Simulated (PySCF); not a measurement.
# CH₅BO₂S: NMR shifts at several levels of theory, part 2 of 2

PySCF 2.14.0. Atoms count from 0. Earlier steps stand in the parts before.

## Step 9: Shielding tensors: KT3/pcSseg-2

Job settings and geometry (Å):

```
{"job": {"kind": "nmr", "xc": "KT3", "basis": "pcSseg-2", "pop": false}, "charge": 0, "multiplicity": 1}
O     -0.374588     0.741306    -1.220093
B     -0.544326    -0.037851    -0.112647
O     -1.651114    -0.796560     0.122358
C      0.606914    -0.041689     0.965501
S      2.235796    -0.394257     0.224203
H     -1.087207     0.715614    -1.864513
H     -2.330381    -0.762212    -0.558381
H      0.638673     0.913001     1.517345
H      0.431723    -0.837884     1.702786
H      2.125128     0.481328    -0.797760
```

With the program's defaults for keys left out, this is: GIAO KT3/pcSseg-2 NMR shielding, non-relativistic, gas phase.

What it wrote:

```text
coarse grid: 9072 points
cycle   1  E = -620.4650895879  dE =  5.818e-01  |g| = 1.105e+00  |ddm| = 2.103e+00
cycle   2  E = -619.8756022628  dE =  5.895e-01  |g| = 2.007e+00  |ddm| = 2.066e+00
cycle   3  E = -620.6900803025  dE = -8.145e-01  |g| = 1.295e-01  |ddm| = 1.579e+00
cycle   4  E = -620.6928509228  dE = -2.771e-03  |g| = 7.377e-02  |ddm| = 2.058e-01
cycle   5  E = -620.6941961053  dE = -1.345e-03  |g| = 1.724e-02  |ddm| = 8.462e-02
cycle   6  E = -620.6942522805  dE = -5.618e-05  |g| = 7.619e-03  |ddm| = 1.783e-02
cycle   7  E = -620.6942611526  dE = -8.872e-06  |g| = 3.441e-03  |ddm| = 5.585e-03
cycle   8  E = -620.6942635502  dE = -2.398e-06  |g| = 6.540e-04  |ddm| = 3.006e-03
final grid: 83440 points
cycle   9  E = -620.7231228747  dE = -3.538e-04  |g| = 1.042e-02  |ddm| = 7.643e-02
cycle  10  E = -620.7230940475  dE =  2.883e-05  |g| = 1.567e-02  |ddm| = 1.129e-02
cycle  11  E = -620.7231365123  dE = -4.246e-05  |g| = 2.172e-03  |ddm| = 7.855e-03
cycle  12  E = -620.7231371844  dE = -6.722e-07  |g| = 6.337e-04  |ddm| = 1.405e-03
cycle  13  E = -620.7231372593  dE = -7.491e-08  |g| = 2.322e-04  |ddm| = 5.299e-04
cycle  14  E = -620.7231372677  dE = -8.359e-09  |g| = 8.600e-05  |ddm| = 1.644e-04
cycle  15  E = -620.7231372694  dE = -1.700e-09  |g| = 1.759e-05  |ddm| = 1.007e-04
cycle  16  E = -620.7231372695  dE = -6.912e-11  |g| = 4.949e-06  |ddm| = 1.877e-05
converged SCF energy = -620.7231372695

GIAO shielding tensors (ppm)
atom      isotropic    diamagn.    paramagn.     s11        s22        s33       span
  0 O      207.984     386.821    -178.837    122.237    237.847    263.869    141.632
  1 B       72.837     196.500    -123.662     62.009     67.592     88.911     26.902
  2 O      207.160     384.063    -176.903    127.879    237.072    256.530    128.651
  3 C      170.102     243.085     -72.983    160.027    166.806    183.472     23.445
  4 S      615.565    1056.014    -440.450    478.714    541.631    826.348    347.634
  5 H       28.781      32.936      -4.155     23.696     24.457     38.190     14.494
  6 H       28.643      32.064      -3.422     23.360     24.321     38.247     14.888
  7 H       29.151      28.779       0.372     23.483     27.843     36.126     12.644
  8 H       29.995      29.413       0.582     25.444     28.399     36.142     10.698
  9 H       29.571      30.741      -1.171     21.993     29.374     37.345     15.352
```

It took 35 s on 1 thread of Arm Neoverse V2, shared host; peak memory 0.79 GiB.

This run: δ C3 11.2, O0 116.2, B1 25.8, S4 -90, H5 2.64, H9 1.78 ppm (means over like atoms).

## Step 10: Shielding tensors: B97-D/pcSseg-2

The job, as its differences from that of step 9:

```diff
@@ -1,2 +1,2 @@
-{"job": {"kind": "nmr", "xc": "KT3", "basis": "pcSseg-2", "pop": false}, "charge": 0, "multiplicity": 1}
+{"job": {"kind": "nmr", "xc": "B97-D", "basis": "pcSseg-2", "pop": false}, "charge": 0, "multiplicity": 1}
 O     -0.374588     0.741306    -1.220093
```

With the program's defaults for keys left out, this is: GIAO B97-D/pcSseg-2 NMR shielding, non-relativistic, gas phase.

What it wrote:

```text
coarse grid: 9072 points
cycle   1  E = -614.4732776879  dE =  5.647e-01  |g| = 1.107e+00  |ddm| = 2.162e+00
cycle   2  E = -613.8974724336  dE =  5.758e-01  |g| = 2.025e+00  |ddm| = 1.966e+00
cycle   3  E = -614.6937940191  dE = -7.963e-01  |g| = 1.314e-01  |ddm| = 1.489e+00
cycle   4  E = -614.6967854487  dE = -2.991e-03  |g| = 7.302e-02  |ddm| = 1.950e-01
cycle   5  E = -614.6980342516  dE = -1.249e-03  |g| = 1.706e-02  |ddm| = 7.662e-02
cycle   6  E = -614.6980874021  dE = -5.315e-05  |g| = 8.394e-03  |ddm| = 1.975e-02
cycle   7  E = -614.6980990051  dE = -1.160e-05  |g| = 3.311e-03  |ddm| = 5.970e-03
cycle   8  E = -614.6981010750  dE = -2.070e-06  |g| = 8.795e-04  |ddm| = 2.923e-03
final grid: 83440 points
cycle   9  E = -614.7036476201  dE = -1.563e-04  |g| = 9.662e-03  |ddm| = 4.627e-02
cycle  10  E = -614.7036262335  dE =  2.139e-05  |g| = 1.294e-02  |ddm| = 1.334e-02
cycle  11  E = -614.7036579110  dE = -3.168e-05  |g| = 3.068e-03  |ddm| = 9.820e-03
cycle  12  E = -614.7036597903  dE = -1.879e-06  |g| = 6.873e-04  |ddm| = 2.188e-03
cycle  13  E = -614.7036598827  dE = -9.238e-08  |g| = 2.424e-04  |ddm| = 5.780e-04
cycle  14  E = -614.7036598928  dE = -1.012e-08  |g| = 6.449e-05  |ddm| = 1.608e-04
cycle  15  E = -614.7036598937  dE = -8.398e-10  |g| = 1.470e-05  |ddm| = 5.337e-05
converged SCF energy = -614.7036598937

GIAO shielding tensors (ppm)
atom      isotropic    diamagn.    paramagn.     s11        s22        s33       span
  0 O      208.739     387.094    -178.355    122.696    238.723    264.797    142.100
  1 B       69.612     196.270    -126.659     57.029     65.217     86.589     29.560
  2 O      207.687     384.580    -176.893    128.057    240.562    254.443    126.386
  3 C      166.914     244.172     -77.258    156.130    163.838    180.774     24.643
  4 S      593.080    1055.274    -462.194    446.317    517.508    815.417    369.100
  5 H       28.756      32.881      -4.126     23.608     24.464     38.196     14.588
  6 H       28.643      31.994      -3.351     23.309     24.395     38.225     14.917
  7 H       29.230      28.925       0.306     23.706     27.984     36.001     12.295
  8 H       30.046      29.597       0.449     25.565     28.521     36.052     10.486
  9 H       29.567      30.630      -1.063     22.011     29.423     37.267     15.255
```

It took 34 s on 1 thread of Arm Neoverse V2, shared host; peak memory 0.79 GiB.

This run: δ C3 12.1, O0 117.0, B1 26.7, S4 -89, H5 2.70, H9 1.83 ppm (means over like atoms).

## Step 11: Shielding tensors: B3LYP/pcSseg-2

The job, as its differences from that of step 10:

```diff
@@ -1,2 +1,2 @@
-{"job": {"kind": "nmr", "xc": "B97-D", "basis": "pcSseg-2", "pop": false}, "charge": 0, "multiplicity": 1}
+{"job": {"kind": "nmr", "xc": "B3LYP", "basis": "pcSseg-2", "pop": false}, "charge": 0, "multiplicity": 1}
 O     -0.374588     0.741306    -1.220093
```

Level: GIAO B3LYP/pcSseg-2 NMR shielding, non-relativistic, gas phase.

What it wrote:

```text
coarse grid: 9072 points
cycle   1  E = -614.6885961454  dE =  5.732e-01  |g| = 9.818e-01  |ddm| = 2.131e+00
cycle   2  E = -614.4498551159  dE =  2.387e-01  |g| = 1.511e+00  |ddm| = 1.365e+00
cycle   3  E = -614.8589786118  dE = -4.091e-01  |g| = 8.357e-02  |ddm| = 8.828e-01
cycle   4  E = -614.8602621511  dE = -1.284e-03  |g| = 3.739e-02  |ddm| = 1.031e-01
cycle   5  E = -614.8605721613  dE = -3.100e-04  |g| = 9.304e-03  |ddm| = 3.808e-02
cycle   6  E = -614.8605894884  dE = -1.733e-05  |g| = 3.472e-03  |ddm| = 1.002e-02
cycle   7  E = -614.8605917251  dE = -2.237e-06  |g| = 9.338e-04  |ddm| = 2.766e-03
final grid: 83440 points
cycle   8  E = -614.8600713446  dE = -8.306e-05  |g| = 4.803e-03  |ddm| = 3.255e-02
cycle   9  E = -614.8600676341  dE =  3.710e-06  |g| = 6.416e-03  |ddm| = 5.931e-03
cycle  10  E = -614.8600756449  dE = -8.011e-06  |g| = 7.045e-04  |ddm| = 3.793e-03
cycle  11  E = -614.8600757179  dE = -7.301e-08  |g| = 3.695e-04  |ddm| = 7.534e-04
cycle  12  E = -614.8600757415  dE = -2.359e-08  |g| = 1.123e-04  |ddm| = 2.302e-04
cycle  13  E = -614.8600757438  dE = -2.359e-09  |g| = 2.020e-05  |ddm| = 9.276e-05
cycle  14  E = -614.8600757439  dE = -7.128e-11  |g| = 6.043e-06  |ddm| = 1.918e-05
converged SCF energy = -614.8600757439

GIAO shielding tensors (ppm)
atom      isotropic    diamagn.    paramagn.     s11        s22        s33       span
  0 O      208.297     386.744    -178.447    117.959    240.030    266.902    148.943
  1 B       66.849     194.241    -127.392     51.122     62.853     86.572     35.450
  2 O      206.939     384.179    -177.241    122.775    242.181    255.861    133.086
  3 C      167.977     241.951     -73.974    156.859    166.156    180.916     24.056
  4 S      592.294    1054.293    -461.999    447.534    507.848    821.499    373.965
  5 H       28.655      32.851      -4.196     23.258     24.314     38.392     15.134
  6 H       28.568      32.003      -3.435     23.003     24.290     38.411     15.409
  7 H       29.308      28.958       0.350     23.741     28.033     36.151     12.410
  8 H       30.084      29.675       0.408     25.492     28.493     36.266     10.775
  9 H       29.546      30.482      -0.937     21.975     29.271     37.390     15.415
```

It took 28 s on 1 thread of Arm Neoverse V2, shared host; peak memory 1.2 GiB.

This run: δ C3 11.2, O0 118.2, B1 29.5, S4 -100, H5 2.78, H9 1.84 ppm (means over like atoms).

## Step 12: Comparing the runs: NMR shifts

Shifts (ppm), means over like atoms, with basis size and wall time:

```csv
run,C3,H5,H9,H7,O0,B1,S4,functions,time
HF/pcSseg-2,8.1,2.90,2.03,1.47,89.7,30.7,-133,257,14 s
LDA/pcSseg-2,10.3,3.03,2.00,1.81,137.9,28.9,-116,257,27 s
PBE/pcSseg-2,11.0,2.79,1.84,1.77,128.4,27.7,-102,257,32 s
BLYP/pcSseg-2,12.3,2.72,1.80,1.78,126.3,28.2,-82,257,32 s
BP86/pcSseg-2,11.2,2.76,1.81,1.75,126.0,27.5,-100,257,32 s
OPBE/pcSseg-2,10.9,2.80,1.87,1.75,121.0,26.2,-114,257,34 s
KT2/pcSseg-2,10.1,2.67,1.81,1.79,121.6,25.9,-96,257,34 s
KT3/pcSseg-2,11.2,2.64,1.78,1.78,116.2,25.8,-90,257,35 s
B97-D/pcSseg-2,12.1,2.70,1.83,1.76,117.0,26.7,-89,257,34 s
B3LYP/pcSseg-2,11.2,2.78,1.84,1.69,118.2,29.5,-100,257,28 s
```

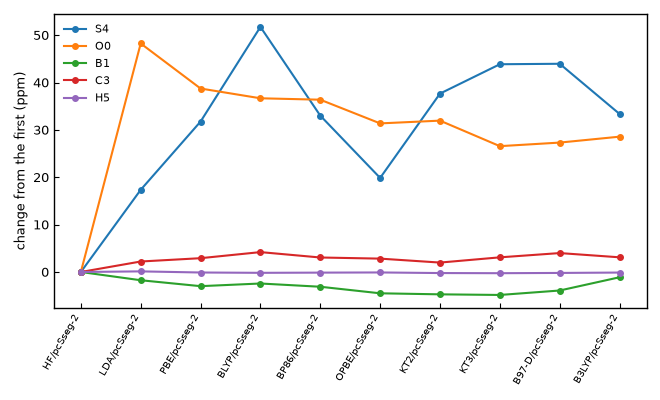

How five of the tabulated atoms move from run to run.

## Step 13: Outcome

What follows sums up all 2 parts.

| quantity | value |
| --- | --- |
| ¹³C shifts against TMS (HF/pcSseg-2) | 8.1 ppm |
| ¹H shifts against TMS (HF/pcSseg-2, means over atoms taken as alike) | 2.90, 2.03, 1.47 ppm |
| ¹⁷O shifts against H2O (HF/pcSseg-2, means over atoms taken as alike) | 89.7 ppm |
| ¹¹B shifts against BF3·OEt2 (HF/pcSseg-2) | 30.7 ppm |
| ³³S shifts against CS2 (HF/pcSseg-2) | -133 ppm |
| range of the shift of S4 | -133 to -82 ppm |

In words: Single values in the summary come from the first run of each kind that ended normally (HF/pcSseg-2), which need not be the best level. At HF/pcSseg-2: The largest span, 352 ppm, is at S4, where the paramagnetic term is -397 ppm. In ppm, S4 moves most: its shift spreads over 52 ppm, from -133 (HF/pcSseg-2) to -82 (BLYP/pcSseg-2).
